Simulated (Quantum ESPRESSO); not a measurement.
# Canted and collinear textures of Cobalt

Aim: see whether a non-collinear arrangement of the moments of Cobalt lies under the collinear ones.

Method: LDA; plane waves with GBRV 1.5 LDA potentials, no spin-orbit coupling, in Quantum ESPRESSO 7.5.

### 1. Starting point

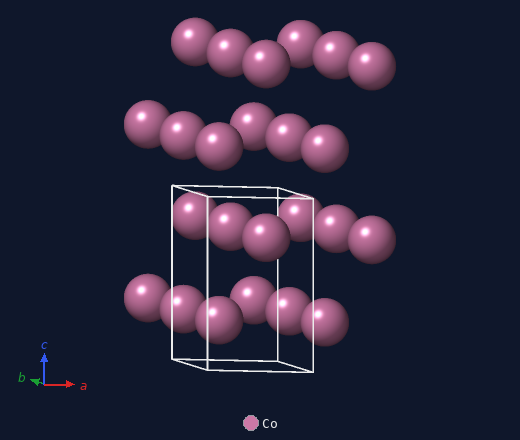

The cell as given, slightly off an axis (cobalt pink). 2×3×2 cells are drawn.

The cell comes from the Crystallography Open Database.

### 2. Start 1: collinear parallel

Contents of pw.in:

```
&CONTROL
  calculation = 'scf'
  prefix = 'pwscf'
  outdir = './tmp'
  pseudo_dir = './pseudo'
  disk_io = 'nowf'
/
&SYSTEM
  ibrav = 0
  celldm(1) = 8
  nat = 2
  ntyp = 1
  ecutwfc = 34
  ecutrho = 238
  nbnd = 48
  occupations = 'smearing'
  smearing = 'fd'
  degauss = 0.00734986
  noncolin = .true.
  starting_magnetization(1) = 0.1176
  angle1(1) = 0
  angle2(1) = 0
/
&ELECTRONS
  conv_thr = 2d-08
  electron_maxstep = 150
  mixing_beta = 0.3
/
ATOMIC_SPECIES
Co     58.9332 co_lda_v1.2.uspp.F.UPF
CELL_PARAMETERS alat
   0.5922874106108    0.0000000000000    0.0000000000000
  -0.2961437053054    0.5129359439191    0.0000000000000
   0.0000000000000    0.0000000000000    0.9613745443268
ATOMIC_POSITIONS crystal
Co      0.3333333333    0.6666666667    0.2500000000
Co      0.6666666667    0.3333333333    0.7500000000
K_POINTS automatic
8 8 4 0 0 0
```

Launch:

```sh
OMP_NUM_THREADS=1 mpirun -n 4 pw.x -nk 4 -in pw.in > pw.out
```

The log of the run:

```text
Program PWSCF v.7.5 starts

     Message from routine setup:
     using ibrav=0 with symmetry is DISCOURAGED, use correct ibrav instead

     K-points division:     npool     =       4
     Subspace diagonalization in iterative solution of the eigenvalue problem:

     bravais-lattice index     =            0
     lattice parameter (alat)  =       8.0000  a.u.
     unit-cell volume          =     149.5403 (a.u.)^3
     number of atoms/cell      =            2
     number of atomic types    =            1
     number of electrons       =        34.00
     number of Kohn-Sham states=           48
     kinetic-energy cutoff     =      34.0000  Ry
     charge density cutoff     =     238.0000  Ry
     scf convergence threshold =      2.0E-08
     mixing beta               =       0.3000
     number of iterations used =            8  plain     mixing
     Exchange-correlation= SLA  PZ   NOGX NOGC
                           (   1   1   0   0   0   0   0)
     Noncollinear calculation without spin-orbit

     celldm(1)=   8.000000  celldm(2)=   0.000000  celldm(3)=   0.000000
     celldm(4)=   0.000000  celldm(5)=   0.000000  celldm(6)=   0.000000

     crystal axes: (cart. coord. in units of alat)
               a(1) = (   0.592287   0.000000   0.000000 )
               a(2) = (  -0.296144   0.512936   0.000000 )
               a(3) = (   0.000000   0.000000   0.961375 )

     reciprocal axes: (cart. coord. in units 2 pi/alat)
               b(1) = (  1.688370  0.974781 -0.000000 )
               b(2) = (  0.000000  1.949561  0.000000 )
               b(3) = (  0.000000 -0.000000  1.040177 )

     PseudoPot. # 1 for Co read from file:
     co_lda_v1.2.uspp.F.UPF
     Pseudo is Ultrasoft + core correction, Zval = 17.0

     atomic species   valence    mass     pseudopotential
     Co               17.00    58.93320     Co( 1.00)

     24 Sym. Ops., with inversion, found (12 have fractional translation)

   Cartesian axes

     site n.     atom                  positions (alat units)
         1        Co     tau(   1) = (  -0.0000000   0.3419573   0.2403436  )
         2        Co     tau(   2) = (   0.2961437   0.1709786   0.7210309  )

     number of k points=    30  Fermi-Dirac smearing, width (Ry)=  0.0073
                       cart. coord. in units 2pi/alat
        k(    1) = (   0.0000000   0.0000000   0.0000000), wk =   0.0039062
        k(    2) = (   0.0000000   0.0000000   0.2600443), wk =   0.0078125
        k(    3) = (   0.0000000   0.0000000  -0.5200887), wk =   0.0039062
        k(    4) = (   0.0000000   0.2436951   0.0000000), wk =   0.0234375
        k(    5) = (   0.0000000   0.2436951   0.2600443), wk =   0.0468750
        [... 25 further k-points ...]

     Dense  grid:     9319 G-vectors     FFT dimensions: (  24,  24,  40)

     Smooth grid:     3995 G-vectors     FFT dimensions: (  18,  18,  30)

     Check: negative core charge=   -0.000036
     Generating pointlists ...
     new r_m :   0.2433 (alat units)  1.9467 (a.u.) for type    1

     Initial potential from superposition of free atoms

     starting charge      32.0000, renormalised to      34.0000

 ==============================================================================
     atom number    1 relative position :   -0.0000   0.3420   0.2403
     charge :    16.113782  (integrated on a sphere of radius 0.243)
     magnetization :          0.000000    0.000000    1.894981
     magnetization/charge:    0.000000    0.000000    0.117600
     polar coord.: r, theta, phi [deg] :     1.894981    0.000000  360.000000

 ==============================================================================

 ==============================================================================
     atom number    2 relative position :    0.2961   0.1710   0.7210
     charge :    16.113782  (integrated on a sphere of radius 0.243)
     magnetization :          0.000000    0.000000    1.894981
     magnetization/charge:    0.000000    0.000000    0.117600
     polar coord.: r, theta, phi [deg] :     1.894981    0.000000  360.000000

 ==============================================================================
     Starting wfcs are   52 randomized atomic wfcs

     Self-consistent Calculation

     iteration #  1     ecut=    34.00 Ry     beta= 0.30
     Davidson diagonalization with overlap
     ethr =  1.00E-02,  avg # of iterations =  3.7

     total energy              =    -593.45462924 Ry
     estimated scf accuracy    <      14.75035937 Ry

     total magnetization       =     0.00    -0.00     2.05 Bohr mag/cell
     absolute magnetization    =     2.11 Bohr mag/cell

     iteration #  2     ecut=    34.00 Ry     beta= 0.30
     Davidson diagonalization with overlap
     ethr =  1.00E-02,  avg # of iterations =  2.9

     total energy              =    -596.55181024 Ry
     estimated scf accuracy    <       0.64540022 Ry

     total magnetization       =     0.00     0.00     3.17 Bohr mag/cell
     absolute magnetization    =     3.28 Bohr mag/cell

     [... further iterations left out ...]

     iteration #  9     ecut=    34.00 Ry     beta= 0.30
     Davidson diagonalization with overlap
     ethr =  1.43E-08,  avg # of iterations =  2.0

     total energy              =    -596.66655634 Ry
     estimated scf accuracy    <       0.00000047 Ry

     total magnetization       =    -0.00    -0.00     3.24 Bohr mag/cell
     absolute magnetization    =     3.50 Bohr mag/cell

     iteration # 10     ecut=    34.00 Ry     beta= 0.30
     Davidson diagonalization with overlap
     ethr =  1.37E-09,  avg # of iterations =  2.0

 ==============================================================================
     atom number    1 relative position :   -0.0000   0.3420   0.2403
     charge :    15.620610  (integrated on a sphere of radius 0.243)
     magnetization :         -0.000000    0.000000    1.682274
     magnetization/charge:   -0.000000    0.000000    0.107696
     polar coord.: r, theta, phi [deg] :     1.682274    0.000000  360.000000

 ==============================================================================

 ==============================================================================
     atom number    2 relative position :    0.2961   0.1710   0.7210
     charge :    15.620610  (integrated on a sphere of radius 0.243)
     magnetization :          0.000000   -0.000000    1.682274
     magnetization/charge:    0.000000   -0.000000    0.107696
     polar coord.: r, theta, phi [deg] :     1.682274    0.000000  360.000000

 ==============================================================================

     End of self-consistent calculation

     [... lines left out ...]
     the Fermi energy is    17.5743 ev

!    total energy              =    -596.66655641 Ry
     estimated scf accuracy    <       0.00000001 Ry
     smearing contrib. (-TS)   =      -0.00449309 Ry
     internal energy E=F+TS    =    -596.66206332 Ry

     The total energy is F=E-TS. E is the sum of the following terms:
     one-electron contribution =    -313.77924750 Ry
     hartree contribution      =     177.80189448 Ry
     xc contribution           =     -64.43335020 Ry
     ewald contribution        =    -396.25136009 Ry

     total magnetization       =     0.00     0.00     3.24 Bohr mag/cell
     absolute magnetization    =     3.51 Bohr mag/cell

     convergence has been achieved in  10 iterations

=------------------------------------------------------------------------------=
   JOB DONE.
=------------------------------------------------------------------------------=
```

Elapsed: 6.8 s, on 4 MPI ranks of Arm Neoverse V2, shared host; peak memory 0.26 GiB; 27 s of CPU time.

Spin moment in the atom's sphere by atom:

```
atom  x (μB)  y (μB)  z (μB)  size
 Co1    0.00    0.00    1.68  1.68
 Co2    0.00    0.00    1.68  1.68
```

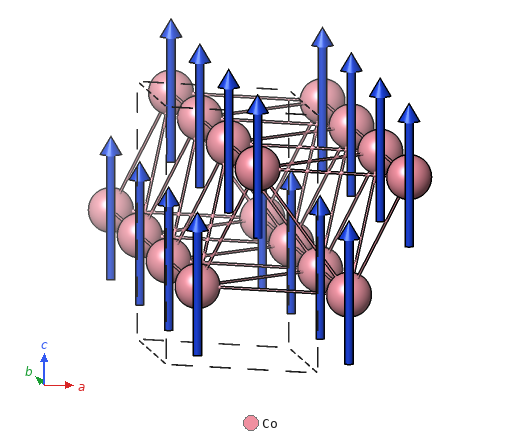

Spin moment in the atom's sphere as arrows, the longest 1.68 μB. 2×4×1 cells are drawn.

Read from the output:

- smearing term TS: 0.06113 eV
- magnetization: 0, 0, 3.244 μB
- absolute magnetization: 3.505 μB
- final state: ferromagnetic

### 3. Start 2: collinear alternating

Edit pw.in of step 2 so:

```diff
@@ -11,3 +11,3 @@
   nat = 2
-  ntyp = 1
+  ntyp = 2
   ecutwfc = 34
@@ -22,2 +22,5 @@
   angle2(1) = 0
+  starting_magnetization(2) = 0.1176
+  angle1(2) = 180
+  angle2(2) = 0
 /
@@ -29,3 +32,4 @@
 ATOMIC_SPECIES
-Co     58.9332 co_lda_v1.2.uspp.F.UPF
+Co1    58.9332 co_lda_v1.2.uspp.F.UPF
+Co2    58.9332 co_lda_v1.2.uspp.F.UPF
 CELL_PARAMETERS alat
@@ -35,4 +39,4 @@
 ATOMIC_POSITIONS crystal
-Co      0.3333333333    0.6666666667    0.2500000000
-Co      0.6666666667    0.3333333333    0.7500000000
+Co1     0.3333333333    0.6666666667    0.2500000000
+Co2     0.6666666667    0.3333333333    0.7500000000
 K_POINTS automatic
```

The log of the run:

```text
     [... lines left out ...]
Program PWSCF v.7.5 starts
     [... lines left out ...]
     number of atoms/cell      =            2
     [... lines left out ...]
     number of electrons       =        34.00
     number of Kohn-Sham states=           48
     kinetic-energy cutoff     =      34.0000  Ry
     charge density cutoff     =     238.0000  Ry
     scf convergence threshold =      2.0E-08
     [... lines left out ...]
     Noncollinear calculation without spin-orbit
     [... lines left out ...]
     12 Sym. Ops. (no inversion) found ( 6 have fractional translation)
     [... lines left out ...]
     number of k points=    45  Fermi-Dirac smearing, width (Ry)=  0.0073
     [... lines left out ...]
     iteration # 18     ecut=    34.00 Ry     beta= 0.30
     [... lines left out ...]
     atom number    1 relative position :   -0.0000   0.3420   0.2403
     [... lines left out ...]
     magnetization :         -0.000000   -0.000000    0.870226
     [... lines left out ...]
     atom number    2 relative position :    0.2961   0.1710   0.7210
     [... lines left out ...]
     magnetization :         -0.000000    0.000000   -0.870560
     [... lines left out ...]
     the Fermi energy is    17.5149 ev
!    total energy              =    -596.63630962 Ry
     estimated scf accuracy    <       0.00000001 Ry
     smearing contrib. (-TS)   =      -0.01245117 Ry
     [... lines left out ...]
     total magnetization       =    -0.00     0.00    -0.00 Bohr mag/cell
     absolute magnetization    =     1.77 Bohr mag/cell
     convergence has been achieved in  18 iterations
```

It took 16 s on 4 MPI ranks; peak memory 0.28 GiB.

Spin moment in the atom's sphere by atom:

```
atom  x (μB)  y (μB)  z (μB)   size
 Co1   0.000   0.000   0.870  0.870
 Co2   0.000   0.000  -0.871  0.871
```

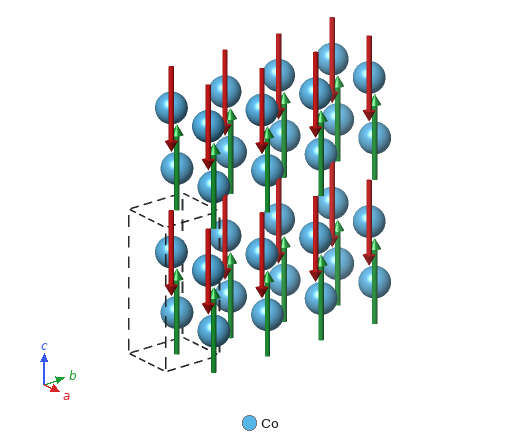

Spin moment in the atom's sphere as arrows, the longest 0.871 μB. The two directions have two colours. 2×4×2 cells are drawn.

Numbers from this step:

| Property | Result |
| --- | --- |
| smearing term TS | 0.1694 eV |
| magnetization | 0, 0, 0 μB |
| absolute magnetization | 1.774 μB |
| final state | antiferromagnetic |

### 4. Start 3: random 1

Edit pw.in of step 3 so:

```diff
@@ -19,8 +19,9 @@
   noncolin = .true.
-  starting_magnetization(1) = 0.1176
-  angle1(1) = 0
-  angle2(1) = 0
-  starting_magnetization(2) = 0.1176
-  angle1(2) = 180
-  angle2(2) = 0
+  starting_magnetization(1) = 0.1177
+  angle1(1) = 17.893
+  angle2(1) = 149.931
+  starting_magnetization(2) = 0.1177
+  angle1(2) = 42.024
+  angle2(2) = 102.77
+  nosym = .true.
 /
```

The log of the run:

```text
     [... lines left out ...]
Program PWSCF v.7.5 starts
     [... lines left out ...]
     number of atoms/cell      =            2
     [... lines left out ...]
     number of electrons       =        34.00
     number of Kohn-Sham states=           48
     kinetic-energy cutoff     =      34.0000  Ry
     charge density cutoff     =     238.0000  Ry
     scf convergence threshold =      2.0E-08
     [... lines left out ...]
     Noncollinear calculation without spin-orbit
     [... lines left out ...]
     No symmetry found
     [... lines left out ...]
     number of k points=   256  Fermi-Dirac smearing, width (Ry)=  0.0073
     [... lines left out ...]
     iteration # 14     ecut=    34.00 Ry     beta= 0.30
     [... lines left out ...]
     atom number    1 relative position :   -0.0000   0.3420   0.2403
     [... lines left out ...]
     magnetization :         -0.362176    0.706123    1.483467
     [... lines left out ...]
     atom number    2 relative position :    0.2961   0.1710   0.7210
     [... lines left out ...]
     magnetization :         -0.362233    0.705889    1.483569
     [... lines left out ...]
     the Fermi energy is    17.5744 ev
!    total energy              =    -596.66655642 Ry
     estimated scf accuracy    <          3.1E-09 Ry
     smearing contrib. (-TS)   =      -0.00449357 Ry
     [... lines left out ...]
     total magnetization       =    -0.70     1.36     2.86 Bohr mag/cell
     absolute magnetization    =     3.51 Bohr mag/cell
     convergence has been achieved in  14 iterations
```

Run time: 65 s. Hardware: 4 MPI ranks; peak memory 0.44 GiB.

Spin moment in the atom's sphere by atom:

```
atom  x (μB)  y (μB)  z (μB)  size
 Co1   -0.36    0.71    1.48  1.68
 Co2   -0.36    0.71    1.48  1.68
```

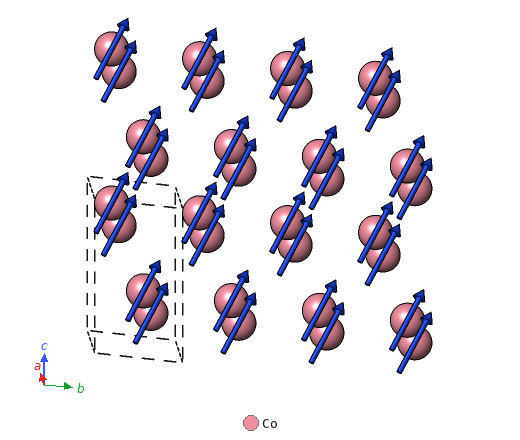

Spin moment in the atom's sphere as arrows, the longest 1.68 μB. 2×4×2 cells are drawn.

Read from the output:

```yaml
smearing_term_ts: 0.06114 eV
magnetization: -0.698, 1.361, 2.861 μB
absolute_magnetization: 3.506 μB
final_state: ferromagnetic
```

### 5. Start 4: two sublattices 120 degrees apart

Edit pw.in of step 4 so:

```diff
@@ -19,9 +19,8 @@
   noncolin = .true.
-  starting_magnetization(1) = 0.1177
-  angle1(1) = 17.893
-  angle2(1) = 149.931
-  starting_magnetization(2) = 0.1177
-  angle1(2) = 42.024
-  angle2(2) = 102.77
-  nosym = .true.
+  starting_magnetization(1) = 0.1176
+  angle1(1) = 90
+  angle2(1) = 0
+  starting_magnetization(2) = 0.1176
+  angle1(2) = 90
+  angle2(2) = 119.999
 /
```

The log of the run:

```text
     [... lines left out ...]
Program PWSCF v.7.5 starts
     [... lines left out ...]
     number of atoms/cell      =            2
     [... lines left out ...]
     number of electrons       =        34.00
     number of Kohn-Sham states=           48
     kinetic-energy cutoff     =      34.0000  Ry
     charge density cutoff     =     238.0000  Ry
     scf convergence threshold =      2.0E-08
     [... lines left out ...]
     Noncollinear calculation without spin-orbit
     [... lines left out ...]
      2 Sym. Ops. (no inversion) found ( 1 have fractional translation)
     [... lines left out ...]
     number of k points=   136  Fermi-Dirac smearing, width (Ry)=  0.0073
     [... lines left out ...]
     iteration # 22     ecut=    34.00 Ry     beta= 0.30
     [... lines left out ...]
     atom number    1 relative position :   -0.0000   0.3420   0.2403
     [... lines left out ...]
     magnetization :          0.840187    1.457507    0.000000
     [... lines left out ...]
     atom number    2 relative position :    0.2961   0.1710   0.7210
     [... lines left out ...]
     magnetization :          0.839899    1.457685   -0.000000
     [... lines left out ...]
     the Fermi energy is    17.5743 ev
!    total energy              =    -596.66655642 Ry
     estimated scf accuracy    <          2.6E-09 Ry
     smearing contrib. (-TS)   =      -0.00449327 Ry
     [... lines left out ...]
     total magnetization       =     1.62     2.81     0.00 Bohr mag/cell
     absolute magnetization    =     3.51 Bohr mag/cell
     convergence has been achieved in  22 iterations
```

Elapsed: 56 s, on 4 MPI ranks; peak memory 0.35 GiB.

Spin moment in the atom's sphere by atom:

```
atom  x (μB)  y (μB)  z (μB)  size
 Co1    0.84    1.46    0.00  1.68
 Co2    0.84    1.46    0.00  1.68
```

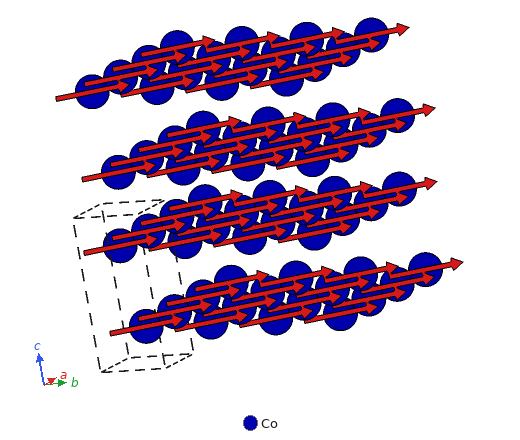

Spin moment in the atom's sphere as arrows, the longest 1.68 μB. 4×4×2 cells are drawn.

This step gave:

```
smearing term TS       : 0.06113 eV
magnetization          : 1.62, 2.811, 0 μB
absolute magnetization : 3.506 μB
final state            : ferromagnetic
```

### 6. The textures together

Textures, by row:

```
                            start        final state  energy over the lowest (meV a seeded atom)  smallest moment (μB)  largest moment (μB)  net moment (μB a cell)  angles to the first moment (degrees)
               collinear parallel      ferromagnetic                                           0                 1.682                1.682                   3.244                                     0
            collinear alternating  antiferromagnetic                                       205.8                0.8702               0.8706                       0                                   180
                         random 1      ferromagnetic                                           0                 1.682                1.682                   3.244                                     0
two sublattices 120 degrees apart      ferromagnetic                                           0                 1.682                1.682                   3.244                                     0
```

### 7. What came out

```
lowest start    : collinear parallel, random 1 and two sublattices 120 degrees apart
its final state : ferromagnetic
its moments     : 1.68 μB
its net moment  : 3.24 μB a cell
```

In words: No finished start ends non-collinear. The mesh is coarse, so differences of some ten meV can be noise where moments are itinerant. Without spin–orbit coupling only the angles between moments matter. The cell holds only so many moments, so longer spirals cannot form in it. Energies are free energies at an electronic temperature of 1160 K, which lowers moments and differences where the moments are itinerant. The cutoff lies under the 40 Ry that these files are usually run at.

[Logs and program files are shortened in this print: banners, set-up blocks, solver, clock and traceback lines can be left out without a mark of their own.]

[Logs are printed without paths, hosts, clocks, repeated set-up lines and the standing remarks that a program may print on its own settings, such as how far it seeks lower states.]

[Hosts, paths, dates, database ids (printed as entryN), source tags and the programs' standing remarks are cut or masked in the printed files.]

[Where a cell is said to come from a database of computed structures, the database is the Materials Project.]
